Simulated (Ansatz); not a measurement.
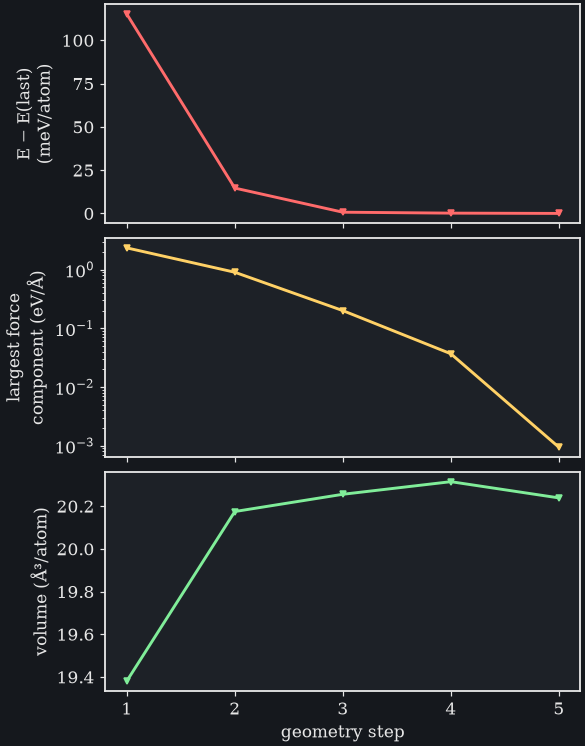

History of a geometry optimisation. Atoms and cell relax. A closing SCF on a freshly chosen basis isn't drawn.

```
crystal:
  lattice:
    - [3.94278, 0.0, 0.0]
    - [0.0, 3.94278, 0.0]
    - [0.0, 0.0, 9.973707]
  atoms:
    - { symbol: Cd, position: [0.0, 0.0, 0.5] }
    - { symbol: Zn, position: [0.0, 0.5, 0.15487] }
    - { symbol: Zn, position: [0.5, 0.0, 0.15487] }
    - { symbol: Zn, position: [0.0, 0.5, 0.84513] }
    - { symbol: Zn, position: [0.5, 0.0, 0.84513] }
    - { symbol: As, position: [0.5, 0.5, 0.28373] }
    - { symbol: As, position: [0.5, 0.5, 0.71627] }
    - { symbol: As, position: [0.0, 0.0, 0.0] }
  symmetry: { tolerance: 0.0003 }
kpoints:
  mp_grid: { grid: [5, 5, 2], shift: [0.5, 0.5, 0.5] }
magnetization:
  spin_polarized: false
scf:
  occupations: { method: gaussian, width: 0.0125 }
hamiltonian:
  pseudopotentials: { kind: paw }
  xc: r2scan
basis:
  ecutwfc: 500
output:
  forces: true
  stress: true
  eigenvalues: true
  write_density: true
  write_potential: true
  elf: true
  volumetric_format: npy
relax:
  max_steps: 40
  cell: {}
```

Command:
```bash
ansatz run input.yaml --threads 1 --pin off --max-ram 2560MiB --backend cpu --events-out ev --progress --plain --runs-dir out
```

**How did the optimisation end?**

The optimisation met its thresholds at geometry 5, counting the start as the first. The energy fell by about 120 meV/atom from the first step to the last. The largest force component goes from about 2.3 eV/Å at the start to 9 × 10⁻⁴ eV/Å at the end.

**What happens to the cell?**

The volume grows from 19.38 to 20.24 Å³ per atom (+4.4 %), overshooting to 20.31 at step 4. The start was compressed.
